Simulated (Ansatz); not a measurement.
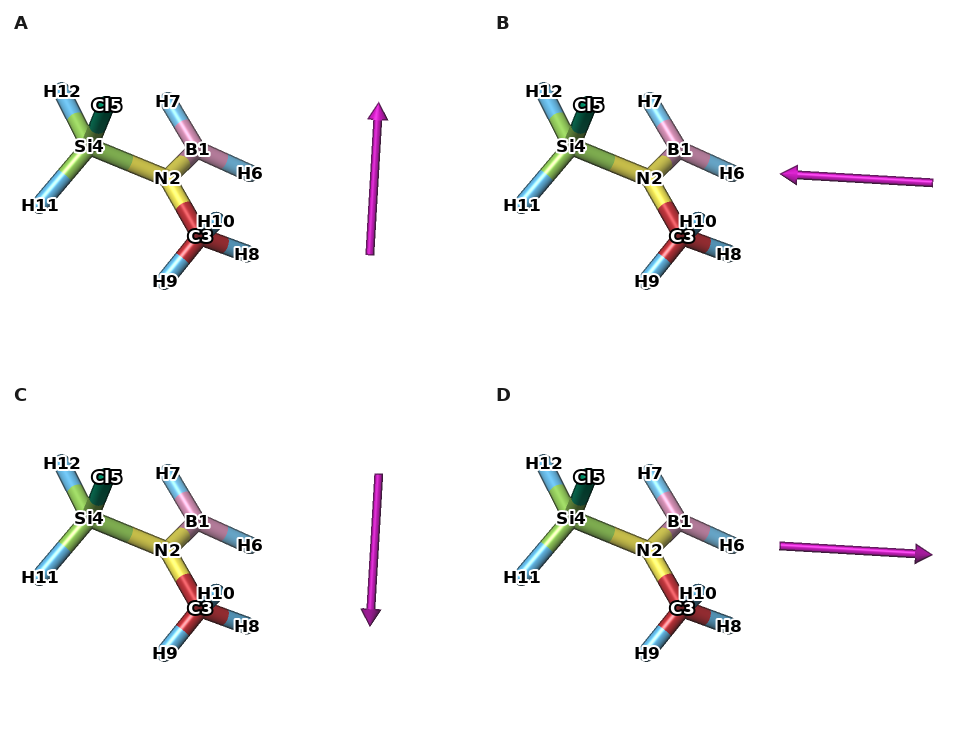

The same molecule four times, each with an arrow. The geometry was computed by an optimisation with PBE0-D4/def2-TZVP. Level of theory: RKS B3LYP-D4/def2-TZVPP (Ansatz 0.2.0).

Which arrow points along the dipole moment, from the negative to the positive end?

Answer. C. The dipole moment is 1.43 D; it points from the side of Cl5, H7, H12 to the side of H9 (the outermost atoms at the two ends).
